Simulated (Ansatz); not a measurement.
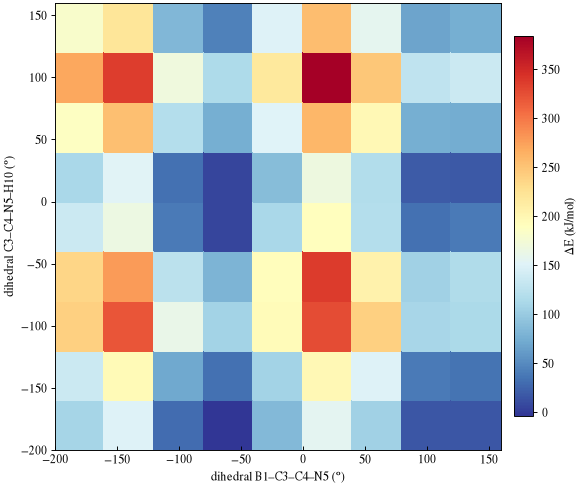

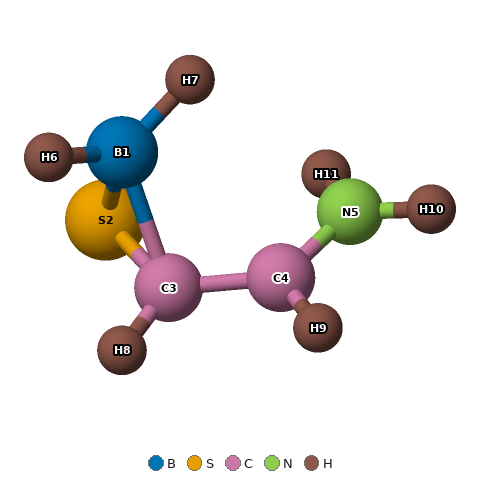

Energy landscape of C₂H₆BNS. The first coordinate is: dihedral B1–C3–C4–N5; the second: dihedral C3–C4–N5–H10. Nothing is relaxed (all other coordinates rigid). The scan uses a 9 × 9 grid. Energies: kJ/mol, counted from the relaxed molecule at the same level. Energies and slopes of some neighbouring points disagree (a jump in structure or state, or too coarse a mesh). Method: Ansatz, RKS B3LYP-D4/def2-SVP.

In the figure: one coloured cell a grid point. The second picture is the structure at the lowest point.

Q: Summarise what can be read from the map.

A: The lowest grid point is at dihedral B1–C3–C4–N5 = −60°, dihedral C3–C4–N5–H10 = −180°, −4.3 kJ/mol from the relaxed molecule at the same level. Other grid points that lie below all their neighbours: dihedral B1–C3–C4–N5 = −60°, dihedral C3–C4–N5–H10 = 20° (10 kJ/mol higher); dihedral B1–C3–C4–N5 = 140°, dihedral C3–C4–N5–H10 = −180° (20 kJ/mol higher); dihedral B1–C3–C4–N5 = 140°, dihedral C3–C4–N5–H10 = 20° (21 kJ/mol higher). The highest grid point, dihedral B1–C3–C4–N5 = 20°, dihedral C3–C4–N5–H10 = 100°, lies 388 kJ/mol above the lowest.

The values on the grid:

```tsv
dihedral C3–C4–N5–H10 ↓, dihedral B1–C3–C4–N5 →	−180	−140	−100	−60	−20	20	60	100	140
140	181	221	83	44	149	256	157	67	75
100	270	337	169	115	218	384	248	127	135
60	187	255	119	76	152	260	198	75	73
20	112	153	34	6	87	167	117	19	17
−20	136	166	39	6	111	190	119	33	39
−60	237	278	124	80	192	337	206	105	116
−100	240	320	162	108	195	327	240	111	113
−140	136	196	70	33	108	198	149	39	34
−180	108	150	30	−4	85	156	106	16	16
```

The input of one point:

```yaml
crystal:
  periodic: [false, false, false]
  atoms:
    - { symbol: B, position_ang: [-0.213475, 1.405832, 0.943129] }
    - { symbol: S, position_ang: [-1.637982, 0.388443, 1.644327] }
    - { symbol: C, position_ang: [-0.243785, -0.344955, 0.780889] }
    - { symbol: C, position_ang: [-0.273559, -0.505076, -0.595508] }
    - { symbol: "N", position_ang: [-1.223633, -0.041676, -1.417931] }
    - { symbol: H, position_ang: [0.737066, 1.686536, 1.636426] }
    - { symbol: H, position_ang: [-0.448147, 2.075059, -0.038072] }
    - { symbol: H, position_ang: [0.535851, -0.854125, 1.358196] }
    - { symbol: H, position_ang: [0.536845, -1.064729, -1.07166] }
    - { symbol: H, position_ang: [-1.170575, -0.202451, -2.415232] }
    - { symbol: H, position_ang: [-2.095923, 0.321164, -1.050591] }
basis:
  gaussian: { orbitals: def2-SVP }
hamiltonian:
  xc: { name: B3LYP }
  dispersion: d4
output:
  forces: true
```

Each point was launched as `ansatz run input.yaml --threads 1 --pin off --max-ram 2560MiB --backend cpu --events-out ev --progress --plain --runs-dir out`. Time for the 81 points that were run: 9 min on 1 thread of Intel(R) Xeon(R) Platinum 8259CL CPU @ 2.50GHz (Skylake/Cascade Lake), with other jobs on the host.
